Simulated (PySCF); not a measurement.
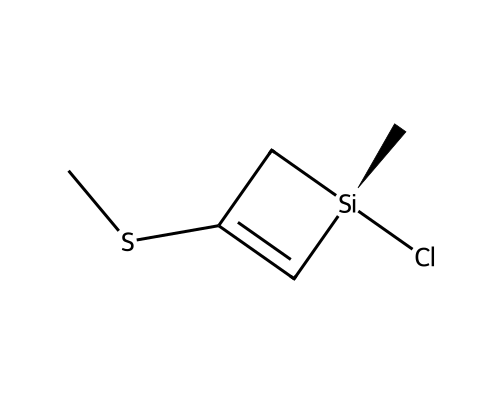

The computed structure is the end point of a GFN2-xTB optimisation. No frequency run is at hand to confirm it as a minimum. Properties computed with CAM-B3LYP/def2-SVPD, gas phase (PySCF 2.14.0). Excitations: vertical, linear response.

Give the lowest vertical singlet excitation at this level.

5.53 eV.

Give the dipole moment at this level.

2.09 D.

Give the HOMO energy (Kohn–Sham orbital) at this level.

−7.69 eV.

Estimate the HOMO–LUMO gap.

8.55 eV.

The geometry is semi-empirical. Around Si such bond lengths and angles can be off by a tenth of an ångström or more and by several degrees, and values that hang on the shape move with them.
